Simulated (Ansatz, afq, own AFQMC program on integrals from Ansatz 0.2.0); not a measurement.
**CH2Ge+ (quartet): quantum Monte Carlo beside coupled cluster, cc-pVDZ**

Aim: compute CH2Ge+ (quartet) with auxiliary-field quantum Monte Carlo on the same integrals as coupled cluster, and set the energies side by side.

Program: Ansatz 0.2.0, Gaussian basis, and an in-house AFQMC program (afq) on its integrals; all values are calculated. Level of theory: cc-pVDZ, frozen cores. These are calculated values, not measurements.

The runs, in order: PBE (unrestricted); r2SCAN (unrestricted); PBE0 (unrestricted); B3LYP (unrestricted); wB97M-V (unrestricted); B2PLYP (unrestricted); CCSD(T) on UHF; CCSDT(Q) on UHF; Phaseless AFQMC, CISD trial on UHF.

1 further run of the same task is left out (it didn't finish).

## 1. The geometry

The geometry is a PBE0/def2-TZVP stationary point (not a proven minimum) of the parent state, kept for this charge and spin. No spin-orbit coupling is included. The filled d shell of Ge may be among the frozen orbitals whatever the setting's name suggests; the logs give the count.

4 atoms, charge 1, spin multiplicity 4.

Atoms are counted from 1 here; the program's logs count them from 0.

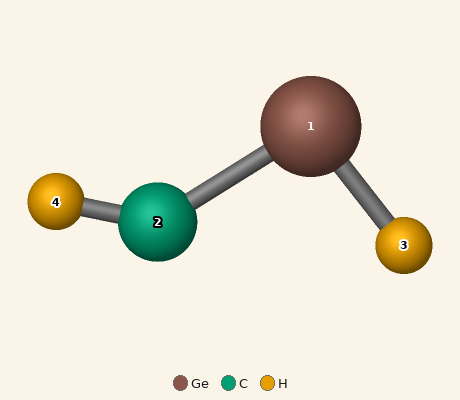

The structure; germanium brown, carbon teal, hydrogen amber; atoms are numbered from 1 in the order of the file.

## 2. PBE (unrestricted)

Input file in.yaml:

```yaml
crystal:
  periodic: [false, false, false]
  atoms:
    - {symbol: Ge, position_ang: [0.000000, -0.044572, 0.290198]}
    - {symbol: C, position_ang: [0.000000, 0.182313, -1.601029]}
    - {symbol: H, position_ang: [0.000000, 1.508639, 0.640309]}
    - {symbol: H, position_ang: [0.000000, -0.468907, -2.476239]}
basis:
  gaussian: {orbitals: cc-pVDZ}
total_charge: 1
magnetization: {spin_polarized: true, initial_magnetization: 3}
hamiltonian: {xc: {name: PBE}}
output: {orbitals: {seedname: orbitals}}
```

Launch:

```
$ ansatz run in.yaml --threads 1 --pin off --events-out ev --progress --plain --max-ram 1843MiB
```

Output:

```text
Functional definition: PBE
  name "PBE"
  cite "Perdew, Burke & Ernzerhof, Phys. Rev. Lett. 77, 3865 (1996) doi:10.1103/PhysRevLett.77.3865"
  parent pbe
  parameter kappa = 0.804
  parameter beta = 0.06672455060314922
  exchange = pbe_x(kappa = kappa, mu = beta*pi^2/3)
  correlation = pbe_c(beta = beta)
671 factors; their error is unknown
mean field evaluation 1: about -57554.9537 eV, gradient 3.4e1 eV
mean field evaluation 2: about -57511.1889 eV, gradient 6.9e1 eV
mean field evaluation 4: about -57562.4754 eV, gradient 5.6e0 eV
mean field evaluation 8: about -57562.7715 eV, gradient 1.1e-1 eV
mean field evaluation 16: about -57562.7614 eV, gradient 4.8e-5 eV
mean field -57562.76144249 eV, -2115.3924655703 hartree, gradient 9.0e-6 eV, S^2 3.755663; 1 other end points of the search recorded, 0 dependent functions left out
reference -57562.76147241 eV, -2115.3924666700 hartree; 21, 18 occupied and 30, 33 virtual orbitals, 671 factors
Total energy: -57562.76147241 eV, -2115.3924666700 hartree
```

Run time: 2.1 s. Hardware: 1 thread of Arm Neoverse V2, shared host; peak memory 0.29 GiB.

From the report: ⟨S²⟩ of the determinant 3.756 (pure quartet: 3.75).

## 3. r2SCAN (unrestricted)

in.yaml: that of step 2 with these lines changed.

```diff
@@ -11,3 +11,2 @@
 magnetization: {spin_polarized: true, initial_magnetization: 3}
-hamiltonian: {xc: {name: PBE}}
-output: {orbitals: {seedname: orbitals}}
+hamiltonian: {xc: {name: r2SCAN}}
```

Same command.

Output:

```text
Functional definition: r2SCAN
  name "r2SCAN"
  cite "Furness, Kaplan, Ning, Perdew & Sun, J. Phys. Chem. Lett. 11, 8208 (2020) doi:10.1021/acs.jpclett.0c02405"
  cite "Furness, Kaplan, Ning, Perdew & Sun, J. Phys. Chem. Lett. 11, 9248 (2020) doi:10.1021/acs.jpclett.0c03077"
  parent r2scan
  parameter k0 = 0.174
  parameter k1 = 0.065
  parameter a1 = 4.9479
  exchange = r2scan_x(k0 = k0, k1 = k1, a1 = a1)
  correlation = r2scan_c
671 factors; their error is unknown
mean field evaluation 1: about -57565.7762 eV, gradient 3.0e1 eV
mean field evaluation 2: about -57537.0213 eV, gradient 5.9e1 eV
mean field evaluation 4: about -57571.9116 eV, gradient 2.7e0 eV
mean field evaluation 8: about -57571.9721 eV, gradient 7.1e-2 eV
mean field evaluation 16: about -57571.9620 eV, gradient 1.9e-4 eV
mean field -57571.96195829 eV, -2115.7305782898 hartree, gradient 9.3e-6 eV, S^2 3.761812; 0 other end points of the search recorded, 0 dependent functions left out
reference -57571.96196809 eV, -2115.7305786498 hartree; 21, 18 occupied and 30, 33 virtual orbitals, 671 factors
Total energy: -57571.96196809 eV, -2115.7305786498 hartree
```

Run time: 4.3 s. Hardware: 1 thread of Arm Neoverse V2, shared host; peak memory 0.29 GiB.

From the report: ⟨S²⟩ of the determinant 3.762 (pure quartet: 3.75).

## 4. PBE0 (unrestricted)

in.yaml: that of step 3 with these lines changed.

```diff
@@ -11,2 +11,3 @@
 magnetization: {spin_polarized: true, initial_magnetization: 3}
-hamiltonian: {xc: {name: r2SCAN}}
+hamiltonian: {xc: {name: PBE0}}
+output: {orbitals: {seedname: orbitals}}
```

The command is unchanged.

Output:

```text
Functional definition: PBE0
  name "PBE0"
  cite "Adamo & Barone, J. Chem. Phys. 110, 6158 (1999) doi:10.1063/1.478522"
  cite "Perdew, Burke & Ernzerhof, Phys. Rev. Lett. 77, 3865 (1996) doi:10.1103/PhysRevLett.77.3865"
  parent pbe
  parameter a = 0.25
  parameter kappa = 0.804
  parameter beta = 0.06672455060314922
  exchange = (1 - a)*pbe_x(kappa = kappa, mu = beta*pi^2/3) + a*exact_x
  correlation = pbe_c(beta = beta)
548 factors; integrals over basis functions are off by at most 1.1e-3 eV
mean field evaluation 1: about -57559.1323 eV, gradient 2.8e1 eV
mean field evaluation 2: about -57547.9703 eV, gradient 4.4e1 eV
mean field evaluation 4: about -57564.3631 eV, gradient 1.1e0 eV
mean field evaluation 8: about -57564.4151 eV, gradient 3.0e-2 eV
mean field evaluation 16: about -57564.4151 eV, gradient 1.7e-4 eV
mean field -57564.41511268 eV, -2115.4532368289 hartree, gradient 6.6e-5 eV, S^2 3.758408; 0 other end points of the search recorded, 0 dependent functions left out
reference -57564.41513467 eV, -2115.4532376371 hartree; 21, 18 occupied and 30, 33 virtual orbitals, 548 factors
Total energy: -57564.41513467 eV, -2115.4532376371 hartree
```

It took 2 s on 1 thread of Arm Neoverse V2, shared host; peak memory 0.29 GiB.

From the report: ⟨S²⟩ of the determinant 3.758 (pure quartet: 3.75).

## 5. B3LYP (unrestricted)

in.yaml: that of step 4 with these lines changed.

```diff
@@ -11,3 +11,2 @@
 magnetization: {spin_polarized: true, initial_magnetization: 3}
-hamiltonian: {xc: {name: PBE0}}
-output: {orbitals: {seedname: orbitals}}
+hamiltonian: {xc: {name: B3LYP}}
```

Launched as before.

Output (excerpt; [...] marks lines left out):

```text
Functional definition: B3LYP
  name "B3LYP"
  cite "Stephens, Devlin, Chabalowski & Frisch, J. Phys. Chem. 98, 11623 (1994) doi:10.1021/j100096a001"
  cite "Becke, Phys. Rev. A 38, 3098 (1988) doi:10.1103/PhysRevA.38.3098"
  cite "Lee, Yang & Parr, Phys. Rev. B 37, 785 (1988) doi:10.1103/PhysRevB.37.785"
  cite "Vosko, Wilk & Nusair, Can. J. Phys. 58, 1200 (1980) doi:10.1139/p80-159"
[...]
548 factors; integrals over basis functions are off by at most 1.1e-3 eV
[...]
mean field -57574.10092616 eV, -2115.8091839090 hartree, gradient 6.4e-5 eV, S^2 3.757602; 0 other end points of the search recorded, 0 dependent functions left out
reference -57574.10111464 eV, -2115.8091908357 hartree; 21, 18 occupied and 30, 33 virtual orbitals, 548 factors
Total energy: -57574.10111464 eV, -2115.8091908357 hartree
```

It took 2.1 s on 1 thread of Arm Neoverse V2, shared host; peak memory 0.29 GiB.

From the report: ⟨S²⟩ of the determinant 3.758 (pure quartet: 3.75).

## 6. wB97M-V (unrestricted)

in.yaml: that of step 5 with these lines changed.

```diff
@@ -11,2 +11,3 @@
 magnetization: {spin_polarized: true, initial_magnetization: 3}
-hamiltonian: {xc: {name: B3LYP}}
+hamiltonian: {xc: {name: wB97M-V}}
+output: {orbitals: {seedname: orbitals}}
```

Same command.

Output (excerpt; [...] marks lines left out):

```text
Functional definition: wB97M-V
  name "wB97M-V"
  cite "Mardirossian & Head-Gordon, J. Chem. Phys. 144, 214110 (2016) doi:10.1063/1.4952647"
  cite "Becke, J. Chem. Phys. 107, 8554 (1997) doi:10.1063/1.475007"
  cite "Vydrov & Van Voorhis, J. Chem. Phys. 133, 244103 (2010) doi:10.1063/1.3521275"
  # Of w^i u^j: cxij and so on, Table III.
[...]
  gx(w, u) = 1 - cx + cx01*u + cx10*w
  gss(w, u) = css00 + css04*u^4 + css10*w + css20*w^2 + css43*w^4*u^3
  gos(w, u) = cos00 + cos10*w + (cos20 + cos21*u)*w^2 + (cos60 + cos61*u)*w^6
[...]
      + integral(e_c_pw_mod_opposite_spin*gos(b97_w_opposite, b97_u_opposite)) + vv10(b, c)
548 factors; integrals over basis functions are off by at most 1.1e-3 eV
161 factors; integrals over basis functions are off by at most 4.8e-6 eV
[...]
mean field -57569.07946407 eV, -2115.6246485810 hartree, gradient 7.7e-5 eV, S^2 3.757389; 0 other end points of the search recorded, 0 dependent functions left out
reference -57569.07949512 eV, -2115.6246497221 hartree; 21, 18 occupied and 30, 33 virtual orbitals, 548 factors
Total energy: -57569.07949512 eV, -2115.6246497221 hartree
```

It took 9.5 s on 1 thread of Arm Neoverse V2, shared host; peak memory 0.29 GiB.

From the report: ⟨S²⟩ of the determinant 3.757 (pure quartet: 3.75).

## 7. B2PLYP (unrestricted)

in.yaml: that of step 6 with these lines changed.

```diff
@@ -11,3 +11,3 @@
 magnetization: {spin_polarized: true, initial_magnetization: 3}
-hamiltonian: {xc: {name: wB97M-V}}
-output: {orbitals: {seedname: orbitals}}
+hamiltonian: {xc: {name: B2PLYP}}
+correlation: {electrons: outside_noble_gas}
```

Same command.

Output (excerpt; [...] marks lines left out):

```text
Functional definition: B2PLYP
  name "B2PLYP"
  cite "Grimme, J. Chem. Phys. 124, 034108 (2006) doi:10.1063/1.2148954"
  cite "Becke, Phys. Rev. A 38, 3098 (1988) doi:10.1103/PhysRevA.38.3098"
  cite "Lee, Yang & Parr, Phys. Rev. B 37, 785 (1988) doi:10.1103/PhysRevB.37.785"
[...]
548 factors; integrals over basis functions are off by at most 1.1e-3 eV
[...]
mean field -57559.01655974 eV, -2115.2548436676 hartree, gradient 3.1e-6 eV, S^2 3.763799; 0 other end points of the search recorded, 0 dependent functions left out
15 core orbitals not correlated: weight in the atoms' cores, before any rotation towards them, 0.999 or more for the frozen orbitals, at most 0.001 for the correlated occupied ones
reference -57559.01667780 eV, -2115.2548480063 hartree; 6, 3 occupied and 30, 33 virtual orbitals, 548 factors
second order -4.79908359 eV of doubles, -0.00000000 eV of singles
Total energy: -57560.31243037 eV, -2115.3024660349 hartree
```

Run time: 2.1 s. Hardware: 1 thread of Arm Neoverse V2, shared host; peak memory 0.29 GiB.

From the report: ⟨S²⟩ of the determinant 3.764 (pure quartet: 3.75).

## 8. CCSD(T) on UHF

in.yaml: that of step 7 with these lines changed.

```diff
@@ -11,3 +11,2 @@
 magnetization: {spin_polarized: true, initial_magnetization: 3}
-hamiltonian: {xc: {name: B2PLYP}}
-correlation: {electrons: outside_noble_gas}
+correlation: {method: ccsd_t, electrons: outside_noble_gas, hamiltonian_folder: ham}
```

The command is unchanged.

Output (excerpt; [...] marks lines left out):

```text
Functional definition: HF
  name "HF"
  cite "Fock, Z. Phys. 61, 126 (1930) doi:10.1007/BF01340294"
  parent pbe
[...]
548 factors; integrals over basis functions are off by at most 1.1e-3 eV
[...]
mean field -57523.06944459 eV, -2113.9338115520 hartree, gradient 1.6e-6 eV, S^2 3.775244; 4 other end points of the search recorded, 0 dependent functions left out
determinant -57523.06944459 eV, -2113.9338115520 hartree, with singles and doubles -57527.66500899 eV, -2114.1026954284 hartree
determinant -57520.51240275 eV, -2113.8398419974 hartree, with singles and doubles -57525.07509848 eV, -2114.0075179727 hartree
determinant -57520.48549919 eV, -2113.8388533096 hartree, with singles and doubles -57525.37279763 eV, -2114.0184582147 hartree
15 core orbitals not correlated: weight in the atoms' cores, before any rotation towards them, 0.999 or more for the frozen orbitals, at most 0.001 for the correlated occupied ones
reference -57523.06944459 eV, -2113.9338115520 hartree; 6, 3 occupied and 30, 33 virtual orbitals, 548 factors
second order -3.71352893 eV of doubles, -0.00000000 eV of singles
cycle   1  -4.59562038 eV  change   -5.6e-5 eV  update   1.6e-3
[...]
cycle   9  -4.59631887 eV  change    7.1e-6 eV  update   2.9e-6
perturbative correction -0.12630340 eV, -0.0046415644 hartree
Total energy: -57527.79206686 eV, -2114.1073647192 hartree
```

Run time: 3.5 s. Hardware: 1 thread of Arm Neoverse V2, shared host; peak memory 0.29 GiB.

From the report: ⟨S²⟩ of the determinant 3.775 (pure quartet: 3.75); correlation -4.7226 eV; T1 0.026; largest double amplitude 0.03.

This run also writes the integrals to the folder ham.

## 9. CCSDT(Q) on UHF

in.yaml: that of step 8 with these lines changed.

```diff
@@ -11,2 +11,2 @@
 magnetization: {spin_polarized: true, initial_magnetization: 3}
-correlation: {method: ccsd_t, electrons: outside_noble_gas, hamiltonian_folder: ham}
+correlation: {method: ccsdt_q, electrons: outside_noble_gas}
```

Launched as before.

Output (excerpt; [...] marks lines left out):

```text
Functional definition: HF
  name "HF"
  cite "Fock, Z. Phys. 61, 126 (1930) doi:10.1007/BF01340294"
  parent pbe
[...]
987 factors; integrals over basis functions are off by at most 2.3e-7 eV
[...]
mean field -57523.06955765 eV, -2113.9338157069 hartree, gradient 2.4e-6 eV, S^2 3.775245; 5 other end points of the search recorded, 0 dependent functions left out
determinant -57523.06955765 eV, -2113.9338157069 hartree, with singles and doubles -57527.66512293 eV, -2114.1026996159 hartree
determinant -57520.51251786 eV, -2113.8398462277 hartree, with singles and doubles -57525.07521396 eV, -2114.0075222164 hartree
determinant -57520.48563003 eV, -2113.8388581183 hartree, with singles and doubles -57525.37292973 eV, -2114.0184630694 hartree
15 core orbitals not correlated: weight in the atoms' cores, before any rotation towards them, 0.999 or more for the frozen orbitals, at most 0.001 for the correlated occupied ones
reference -57523.06955765 eV, -2113.9338157069 hartree; 6, 3 occupied and 30, 33 virtual orbitals, 987 factors
second order -3.71354729 eV of doubles, -0.00000000 eV of singles
cycle   1  -4.30802717 eV  change   -5.9e-1 eV  update   7.2e-2
[...]
cycle  20  -4.75521354 eV  change   -5.6e-7 eV  update   5.1e-7
perturbative correction -0.00772857 eV, -0.0002840197 hartree
Total energy: -57527.83249977 eV, -2114.1088506011 hartree
```

It took 17 s on 1 thread of Arm Neoverse V2, shared host; peak memory 0.29 GiB.

From the report: ⟨S²⟩ of the determinant 3.775 (pure quartet: 3.75); correlation -4.7629 eV; T1 0.027; largest double amplitude 0.04.

## 10. Phaseless AFQMC, CISD trial on UHF

It reads the integrals that the CCSD(T) run on this determinant wrote.

Launch:

```
$ afq ham --method phaseless --trial cisd --walkers 60 --populations 1 --least-time 40 --time-step 0.005 --steps-per-block 50 --equilibration-blocks 28 --max-blocks 300 --target-error 0.00036 --factor-cut 1e-05 --start spin_pure --seed 6633 --release-times 0.24,0.5,1,1.5 --release-step 0.02 --release-every 4 --taylor-order 6
```

Output:

```text
orbitals 36  electrons 6 3  factors 288 of 548
reference energy -2113.93381155 Eh
CCSD correlation -0.16891158 Eh in 13 cycles, weight of the determinant in the CISD state 0.8978
energy of the start -2114.102175 Eh
 block  time / (1/Eh)  mean weight  energy / Eh
     1     0.250  0.9999  -2114.100996
     2     0.500  1.0008  -2114.102054
     3     0.750  0.9993  -2114.105543
     4     1.000  1.0020  -2114.105461
     5     1.250  0.9996  -2114.106050
     6     1.500  0.9995  -2114.106227
     7     1.750  1.0006  -2114.107300
     8     2.000  1.0018  -2114.108133
     9     2.250  0.9989  -2114.109099
    10     2.500  1.0003  -2114.109218
    13     3.250  1.0005  -2114.106147
    17     4.250  0.9985  -2114.104848
    21     5.250  1.0011  -2114.103715
    25     6.250  0.9993  -2114.105236
    29     7.250  1.0001  -2114.105809
    33     8.250  0.9994  -2114.110493
    37     9.250  0.9996  -2114.110071
    41    10.250  1.0009  -2114.107489
    45    11.250  0.9985  -2114.105051
    49    12.250  1.0013  -2114.105281
    53    13.250  0.9991  -2114.111175
    57    14.250  0.9994  -2114.106577
    61    15.250  0.9989  -2114.107714
    65    16.250  1.0019  -2114.107724
    69    17.250  0.9983  -2114.106650
    73    18.250  1.0008  -2114.108897
    77    19.250  0.9989  -2114.110684
    81    20.250  0.9995  -2114.104715
    85    21.250  0.9998  -2114.112754
    89    22.250  0.9998  -2114.105952
    93    23.250  0.9994  -2114.105237
    97    24.250  0.9997  -2114.106032
   101    25.250  1.0019  -2114.110159
   105    26.250  1.0006  -2114.104464
   109    27.250  0.9989  -2114.103520
   113    28.250  1.0006  -2114.109268
   117    29.250  0.9992  -2114.111393
   121    30.250  1.0004  -2114.112586
   125    31.250  1.0024  -2114.107525
   129    32.250  1.0007  -2114.106499
   133    33.250  1.0007  -2114.106402
   137    34.250  1.0015  -2114.112049
   141    35.250  1.0003  -2114.109982
   145    36.250  1.0002  -2114.109853
   149    37.250  1.0001  -2114.106855
   153    38.250  0.9997  -2114.112078
   157    39.250  1.0010  -2114.114591
   161    40.250  1.0029  -2114.106725
   165    41.250  1.0009  -2114.108858
   169    42.250  0.9984  -2114.108535
   173    43.250  0.9996  -2114.104001
   177    44.250  1.0024  -2114.106865
   181    45.250  1.0010  -2114.106542
   185    46.250  0.9978  -2114.106906
blocks merged  error / Eh  count
     1  0.000193  160
     2  0.000222  80
     4  0.000269  40
     8  0.000265  20
    16  0.000243  10
released: time / (1/Eh)  energy / Eh  error  mean overlap
  0.24  -2114.107960  0.000299  0.9961
  0.50  -2114.108236  0.000361  1.0015
  1.00  -2114.107937  0.000341  0.9989
  1.50  -2114.108332  0.000344  1.0078
energy -2114.107834 +/- 0.000269 Eh
```

It took 3.9 min on 1 thread of Arm Neoverse V2, shared host; peak memory 0.29 GiB.

Energy -57527.8048 ± 0.0073 eV. Caveats: constraint bias not in the error.

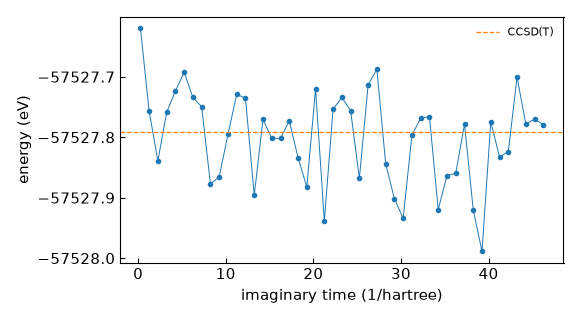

Block energies along the walk.

## 11. AFQMC on the ladder

On the UHF determinant, counted from CCSDT(Q) (a yardstick, not exact):

| level | energy (eV) | from CCSDT(Q) (kcal/mol) | statistical error (kcal/mol) | time |
| --- | --- | --- | --- | --- |
| HF | -57523.0694 | +109.84 |  |  |
| MP2 | -57526.7830 | +24.20 |  |  |
| CCSD | -57527.6658 | +3.85 |  |  |
| CCSD(T) | -57527.7921 | +0.93 |  |  |
| CCSDT(Q) | -57527.8325 | 0.00 |  |  |
| Phaseless AFQMC, CISD trial, step 0.005, 60 walkers | -57527.8048 | +0.64 | 0.17 | 3.9 min |

The functionals' totals stand on their own zeros and serve differences with other points: PBE -57562.761 eV; r2SCAN -57571.962 eV; PBE0 -57564.415 eV; B3LYP -57574.101 eV; wB97M-V -57569.079 eV; B2PLYP -57560.312 eV.

## 12. What came out

| quantity | value |
| --- | --- |
| CCSD(T) on UHF from CCSDT(Q) | +0.93 kcal/mol |
| Phaseless AFQMC, CISD trial on UHF from CCSDT(Q) | +0.64 ± 0.17 kcal/mol |

What this shows: On UHF the phaseless walk with the CISD trial lies +0.64 kcal/mol from CCSDT(Q), 4 times its error bar. Error bars are statistical and leave out the constraint, the time step and what remains of the start.
